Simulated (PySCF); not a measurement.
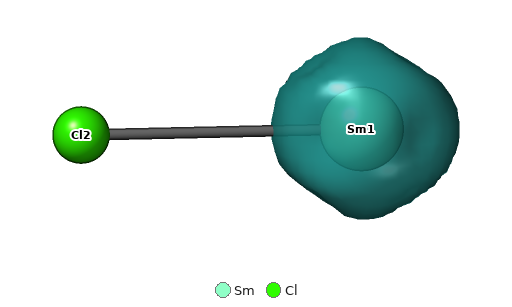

Figure. SmCl (octet). Isosurface of the spin density (α minus β) at +0.4 e/Å³ (teal), seen from one side.

All numbers below come from PySCF 2.14.0, PBE0/x2c-SVPall, spin-free X2C-1e, Gaussian nucleus, at a bond length of 2.560 Å.

Describe the spin distribution.

Answer. The unpaired spin (7 electrons) lies mostly on Sm1 (about 7.0), in electrons by Hirshfeld's partition.
